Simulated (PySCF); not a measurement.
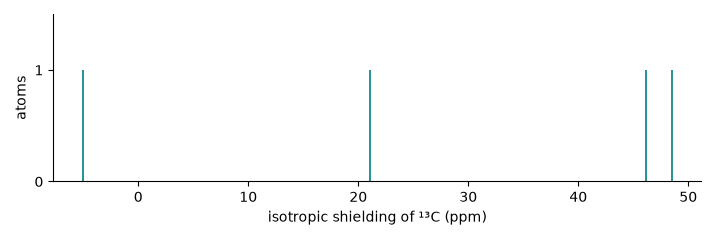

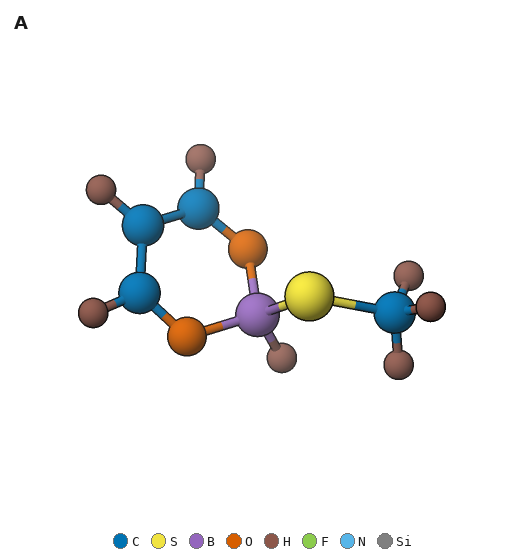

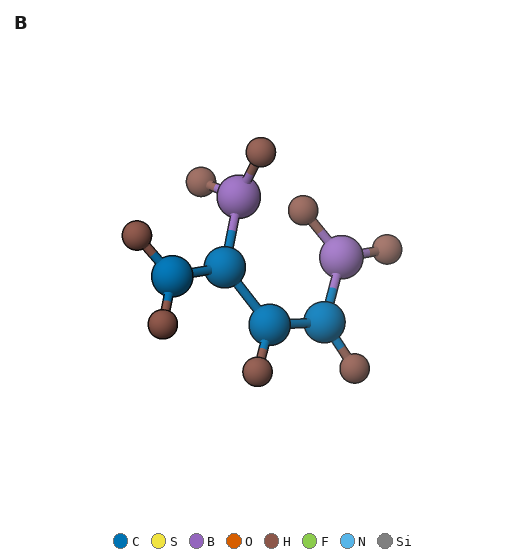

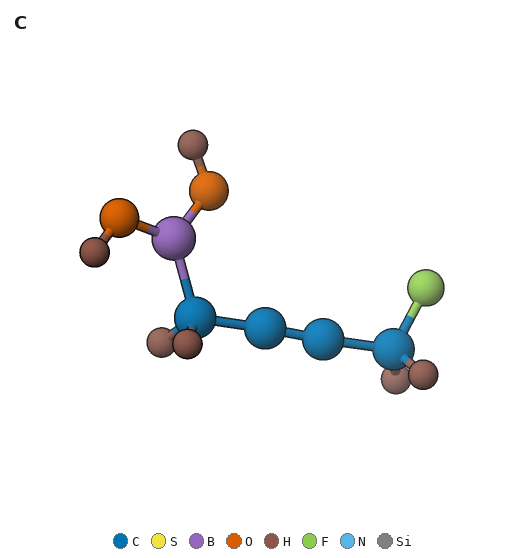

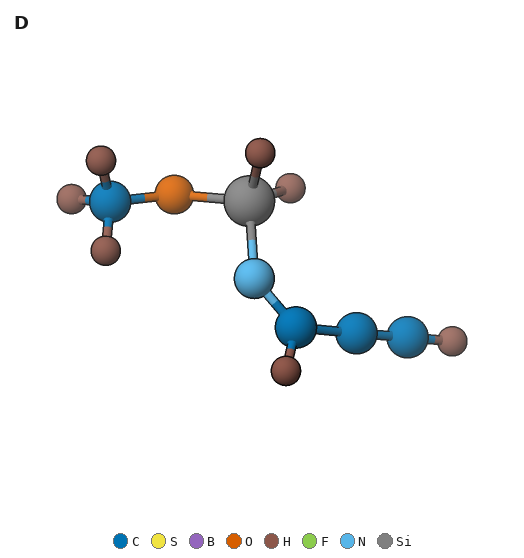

The sticks are computed shieldings of one of the molecules, for one fixed geometry (GFN2-xTB) without averaging over rotations. Low shielding means a high chemical shift. Method: GIAO PBE0/pcSseg-1 NMR shielding, non-relativistic, gas phase (PySCF 2.14.0).

### Match the spectrum to a structure.

B, `B/C=C\C(B)=C`. Its 4 C atoms give lines at −5.1, 21.1, 46.1, 48.5 ppm.

The geometry is semi-empirical. Around B, Si such bond lengths and angles can be off by a tenth of an ångström or more and by several degrees, and values that hang on the shape move with them.
